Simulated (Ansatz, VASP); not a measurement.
# ZnSe (Stilleite): VASP beside Ansatz, part 2 of 2

One calculation is typed for both programs; each brings its own data sets. How far apart do they land?  Valence electrons are named where the data sets of a main pair hold unlike numbers.

VASP 6.6.1 and Ansatz 0.2.0.

So far: Set-up; Ansatz: band structure, r2SCAN, spin-orbit coupling; VASP: band structure, r2SCAN, spin-orbit coupling.

### Step 4. Differences

Known differences besides the potentials themselves: spin-orbit coupling enters by fully relativistic files in Ansatz and inside the spheres in VASP; VASP keeps PBE cores, Ansatz makes them for the functional; the data sets hold 28 valence electrons in Ansatz (on its fully relativistic PAW (standard-fr) files) and 18 in VASP; the cutoff is 500 eV in Ansatz and 400 eV in VASP. Total energies have different zeros and are not compared.

Both answers:

| quantity | Ansatz | VASP | difference |
| --- | --- | --- | --- |
| pressure (GPa) | -0.05 | -0.29 | +0.24 |
| gap over the path points (eV) | 1.741 | 1.741 | +0.001 |

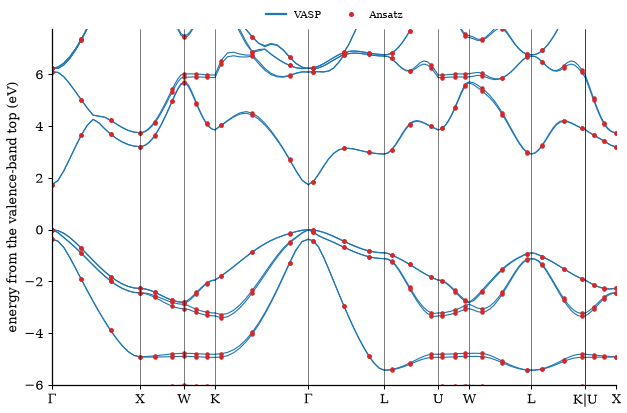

Bands from VASP (lines) and levels from Ansatz (dots). Dots without a line are higher empty bands that the VASP plot leaves out.

Levels at points of the path, from each program's valence-band top (eV; 8 filled, then empty):

| k (reciprocal lattice) | Ansatz | VASP |
| --- | --- | --- |
| 0.000 0.000 0.000 | -6.36 -6.36 -0.37 -0.37 0.00 0.00 0.00 0.00 1.74 1.74 6.10 6.10 6.24 6.24 | -6.36 -6.36 -0.37 -0.37 0.00 0.00 0.00 0.00 1.74 1.74 6.09 6.09 6.24 6.24 |
| 0.167 0.000 0.167 | -6.34 -6.34 -1.92 -1.92 -0.91 -0.91 -0.72 -0.72 3.66 3.66 5.02 5.02 7.33 7.33 | -6.33 -6.33 -1.92 -1.92 -0.91 -0.91 -0.72 -0.72 3.66 3.66 5.01 5.01 7.33 7.33 |
| 0.333 0.000 0.333 | -6.28 -6.28 -3.89 -3.89 -1.98 -1.98 -1.81 -1.81 3.70 3.70 4.23 4.23 9.43 9.43 | -6.27 -6.27 -3.89 -3.89 -1.98 -1.98 -1.81 -1.81 3.69 3.69 4.23 4.23 9.43 9.43 |
| 0.500 0.000 0.500 | -6.14 -6.14 -4.91 -4.91 -2.44 -2.44 -2.27 -2.27 3.21 3.21 3.75 3.75 11.33 11.33 | -6.14 -6.14 -4.91 -4.91 -2.44 -2.44 -2.27 -2.27 3.21 3.21 3.75 3.75 11.35 11.35 |
| 0.500 0.083 0.583 | -6.14 -6.11 -4.92 -4.87 -2.61 -2.55 -2.42 -2.41 3.63 3.64 4.13 4.18 10.46 10.56 | -6.13 -6.10 -4.92 -4.87 -2.61 -2.54 -2.42 -2.41 3.62 3.64 4.12 4.17 10.46 10.56 |
| 0.500 0.183 0.683 | -6.11 -6.04 -4.91 -4.80 -2.96 -2.81 -2.73 -2.72 4.96 4.98 5.33 5.43 8.37 8.42 | -6.11 -6.03 -4.91 -4.80 -2.96 -2.81 -2.73 -2.72 4.96 4.98 5.32 5.43 8.37 8.42 |
| 0.500 0.250 0.750 | -6.10 -6.02 -4.90 -4.78 -3.05 -2.88 -2.81 -2.80 5.67 5.71 5.91 6.03 7.43 7.50 | -6.10 -6.01 -4.90 -4.78 -3.05 -2.88 -2.81 -2.80 5.67 5.71 5.91 6.03 7.43 7.50 |
| 0.450 0.300 0.750 | -6.11 -6.03 -4.91 -4.79 -3.20 -3.08 -2.48 -2.43 4.87 4.91 5.90 6.02 8.04 8.08 | -6.11 -6.03 -4.91 -4.79 -3.20 -3.08 -2.48 -2.43 4.86 4.91 5.90 6.02 8.03 8.08 |
| 0.408 0.342 0.750 | -6.12 -6.05 -4.93 -4.81 -3.30 -3.19 -2.08 -2.06 4.09 4.11 5.89 5.99 8.98 9.04 | -6.11 -6.04 -4.93 -4.81 -3.30 -3.19 -2.08 -2.06 4.08 4.10 5.89 5.99 8.98 9.04 |
| 0.350 0.350 0.700 | -6.14 -6.06 -4.92 -4.79 -3.40 -3.28 -1.79 -1.79 4.03 4.04 6.41 6.54 9.12 9.20 | -6.13 -6.06 -4.92 -4.79 -3.40 -3.28 -1.79 -1.79 4.03 4.04 6.41 6.54 9.12 9.20 |

Among the levels compared at these points, filled levels agree within 7 meV and empty ones within 12 meV.

### Step 5. Ansatz: single point, r2SCAN, spin-orbit coupling

With cell and atoms fixed, the geometry can't cause a difference; cores, projectors, grids and the points listed under the comparison can.

Contents of input.yaml:

```yaml
crystal:
  lattice:
    - [0.0, 2.8338, 2.8338]
    - [2.8338, 0.0, 2.8338]
    - [2.8338, 2.8338, 0.0]
  atoms:
    - { symbol: Zn, position: [0.0, 0.0, 0.0] }
    - { symbol: Se, position: [0.25, 0.25, 0.25] }
hamiltonian:
  xc: r2scan
  pseudopotentials: { kind: paw_fr }
magnetization:
  noncollinear: true
  spin_orbit: true
kpoints:
  mp_grid: { grid: [6, 6, 6] }
scf:
  occupations: { method: tetrahedron }
output:
  forces: true
  stress: true
```

Command:

```sh
> ansatz run input.yaml --threads 2 --pin off --max-ram 4608MiB --backend cpu --events-out ev --progress --plain --runs-dir out
```

Numbers of over 12 decimals in the logs are rounded to 6 here.

What it wrote:

```text
Warning: output.forces, output.stress, relax.cell or npt_langevin: where a Kohn–Sham band that disperses or a degenerate level is filled in part under the method tetrahedron, the forces or the stress that this run publishes need not agree with its energy (scf.occupations.method in the input reference, under Limitations); prefer a smearing scheme for the forces or the stress
[...]
k-point 0: bands = [... 24 lower, 6.5912, 6.5912, 6.5912, 6.5912, 8.3326, 8.3326, 12.6923, 12.6923, ... 4 higher]
  k-point 1: bands = [... 24 lower, 6.0999, 6.0999, 6.3254, 6.3375, 9.5383, 9.5383, 12.8413, 12.8413, ... 4 higher]
  k-point 2: bands = [... 24 lower, 5.6627, 5.6627, 5.8833, 5.8952, 9.6656, 9.6656, 13.4151, 13.4151, ... 4 higher]
  k-point 15: bands = [... 24 lower, 3.6829, 3.8197, 3.9061, 3.9105, 11.2970, 11.3182, 11.6961, 11.7917, ... 4 higher]
[key lines of the parts left out:]
SCF converged after 8 iterations
Magnetization: |M| = 0.0000 μB,  M = (+0.0000, +0.0000, +0.0000) μB
Free energy (F): -8799.979092 eV
Fermi energy:    6.591180 eV
P = ⅓ Tr σ = -0.0527 GPa (-0.527 kbar)
```

Elapsed: 16 s, on 2 threads of Arm Neoverse N1, shared host; peak memory 0.6 GiB; 31 s of CPU time.

The run ends at a pressure of -0.05 GPa.

### Step 6. VASP: single point, r2SCAN, spin-orbit coupling

The same cell, functional, mesh and smearing now go to VASP, with its own data sets.

Contents of INCAR:

```
SYSTEM = ZnSe
PREC = Accurate
ENCUT = 400
EDIFF = 1E-06
NELM = 100
ISMEAR = -5
SIGMA = 0.05
LREAL = .FALSE.
ALGO = Normal
METAGGA = R2SCAN
LASPH = .TRUE.
LNONCOLLINEAR = .TRUE.
MAGMOM = 0 0 0 0 0 0
NBANDS = 30
GGA_COMPAT = .FALSE.
LSORBIT = .TRUE.
LORBIT = 11
LWAVE = .FALSE.
LCHARG = .FALSE.
KPAR = 2
NEDOS = 2001
```

Contents of POSCAR:

```
ZnSe
1.0
    0.0000000000      2.8338000000      2.8338000000
    2.8338000000      0.0000000000      2.8338000000
    2.8338000000      2.8338000000      0.0000000000
Zn Se
1 1
Direct
    0.0000000000      0.0000000000      0.0000000000
    0.2500000000      0.2500000000      0.2500000000
```

Contents of KPOINTS:

```
Automatic mesh
0
Gamma
6 6 6
0 0 0
```

PAW data sets: Zn and Se (PBE family, release 64).

Command:

```sh
> mpirun -np 2 vasp_ncl
```

What it wrote:

```text
[banner, memory and clock lines left out]
running    2 mpi-ranks, on    1 nodes
[...]
[... a notice as in an earlier step ...]

 LDA part: xc-table for (None), standard interpolation
 POSCAR, INCAR and KPOINTS ok, starting setup
[...]
entering main loop
       N       E                     dE             d eps       ncg     rms          rms(c)
DAV:   1     0.913236967528E+02    0.91324E+02   -0.71766E+03  1320   0.118E+03
DAV:   2    -0.165927444366E+02   -0.10792E+03   -0.10196E+03  1338   0.290E+02
DAV:   3    -0.275102720813E+02   -0.10918E+02   -0.10799E+02  1552   0.936E+01
DAV:   4    -0.277016836474E+02   -0.19141E+00   -0.19121E+00  1500   0.132E+01
DAV:   5    -0.277025330067E+02   -0.84936E-03   -0.84934E-03  1474   0.817E-01    0.505E+00
DAV:   6    -0.249257808733E+02    0.27768E+01   -0.13095E+00  1540   0.344E+01    0.466E+00
DAV:   7    -0.249012091282E+02    0.24572E-01   -0.39970E-01  1546   0.976E+00    0.219E+00
[... 1 cycle as in an earlier step ...]
DAV:   9    -0.249188403860E+02   -0.23637E-02   -0.30259E-03  1748   0.116E+00    0.219E-01
DAV:  10    -0.249189755205E+02   -0.13513E-03   -0.67748E-04  1446   0.268E-01    0.689E-02
DAV:  11    -0.249190228170E+02   -0.47296E-04   -0.16757E-04  1682   0.175E-01    0.428E-02
DAV:  12    -0.249189995119E+02    0.23305E-04   -0.13346E-04  1698   0.188E-01    0.263E-02
[... 2 cycles as in an earlier step ...]
DAV:  15    -0.249190004683E+02    0.11378E-05   -0.77559E-07   810   0.176E-02    0.111E-03
DAV:  16    -0.249190001307E+02    0.33762E-06   -0.99293E-08   768   0.302E-03
   1 F= -.24919000E+02 E0= -.24919000E+02  d E =0.000000E+00  mag=    -0.0000    -0.0000     0.0000
```

From OUTCAR (step 6):

```text
  Total       -0.0825306     -0.0825306     -0.0825306     -0.0000000      0.0000000      0.0000000
  in kB       -2.9052804     -2.9052804     -2.9052804     -0.0000000      0.0000000      0.0000000
  external PRESSURE =      -2.9052804 kB  Pullay stress =       0.0000000 kB

 POSITION                                       TOTAL-FORCE (eV/Angst)
 -----------------------------------------------------------------------------------
      0.00000      0.00000      0.00000        -0.000000      0.000000      0.000000
      1.41690      1.41690      1.41690         0.000000     -0.000000     -0.000000
 -----------------------------------------------------------------------------------
    total drift:                                0.000001      0.000001      0.000001

  energy  without entropy=      -24.9190001307  energy(sigma->0) =      -24.91900013

 magnetization (x)
# of ion       s       p       d       tot
------------------------------------------
    1       -0.000  -0.000   0.000  -0.000
    2       -0.000   0.000   0.000  -0.000
--------------------------------------------------
tot         -0.000  -0.000   0.000  -0.000

 magnetization (y)
# of ion       s       p       d       tot
------------------------------------------
    1        0.000  -0.000   0.000  -0.000
    2        0.000   0.000  -0.000   0.000
--------------------------------------------------
tot          0.000  -0.000  -0.000  -0.000

 magnetization (z)
# of ion       s       p       d       tot
------------------------------------------
    1       -0.000  -0.000   0.000  -0.000
    2        0.000   0.000  -0.000   0.000
--------------------------------------------------
tot         -0.000  -0.000   0.000  -0.000

[... 3 parts as in an earlier step ...]

[... 1 further part left out ...]
[key lines of the parts left out:]
E-fermi :   1.4297
```

The gap is read on the k-mesh alone, so it is an upper bound where the band edges lie off the mesh.

### Step 7. Comparison

What differs besides the data sets and the points named for the pairs above, as far as they apply: the data sets hold 28 valence electrons in Ansatz (on its fully relativistic PAW (standard-fr) files) and 18 in VASP. Total energies have different zeros and are not compared.

Both answers:

| quantity | Ansatz | VASP | difference |
| --- | --- | --- | --- |
| pressure (GPa) | -0.05 | -0.29 | +0.24 |
| gap on the k mesh (eV) | 1.741 | 1.741 | +0.001 |

A gap on the mesh is an upper bound, since the band edges may lie between its points.

### Step 8. Outcome

```yaml
largest_difference_of_a_filled_level_at_the_path_points_band_structure_r2scan_spin_orbit_coupling: 7.2 meV
difference_in_gap_on_the_k_mesh_single_point_r2scan_spin_orbit_coupling: 6.4e-4 eV
```

What this shows: The largest difference of a filled level at the path points is 7.2 meV (band structure, r2SCAN, spin-orbit coupling), within the 80 meV picked in this series as the mark of a large difference. The data sets hold unlike numbers of valence electrons (28 in Ansatz and 18 in VASP), so part of the differences comes from the potentials. 2 further runs of this series are not shown here. Such differences can come from data sets, numerical settings and the points named under the comparisons, not from the functional's error against experiment.

[Lines on the potential files, build, host, timing and source positions are cut from VASP's logs without a mark.]

[Logs are printed without paths, hosts, clocks, repeated set-up lines and the standing remarks that a program may print on its own settings, such as how far it seeks lower states.]

[Hosts, paths, dates, database ids (printed as entryN), source tags and the programs' standing remarks are cut or masked in the printed files.]
